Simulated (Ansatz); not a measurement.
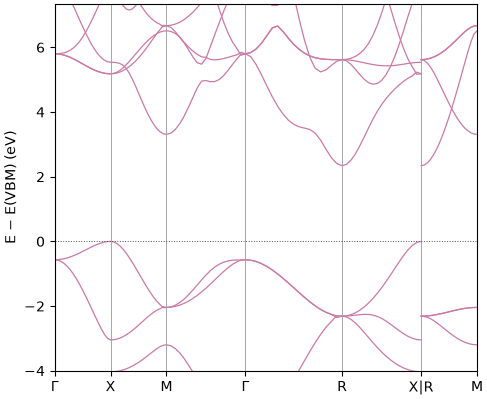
Band structure from plane-wave PAW LDA (Ansatz code)

Question: Read off the gap and where the band edges lie.

Answer: About 2.3 eV (2.34 eV by a search for the band edges); maximum at X, minimum at R.

The material is KMgH$_{3}$ (cubic perovskite, space group No. 221).

Space group Pm-3m (cubic perovskite). The workflow started from a Materials Project entry (that database holds measured and hypothetical structures alike); the Crystallography Open Database files this formula in space group No. 221, but the cells were not matched. Whether it is the stable phase at ambient conditions was not checked. Symmetry was held in the LDA relaxation; phonons on a q-mesh show no instability.

Potentials: the later of the program's two PAW sets.
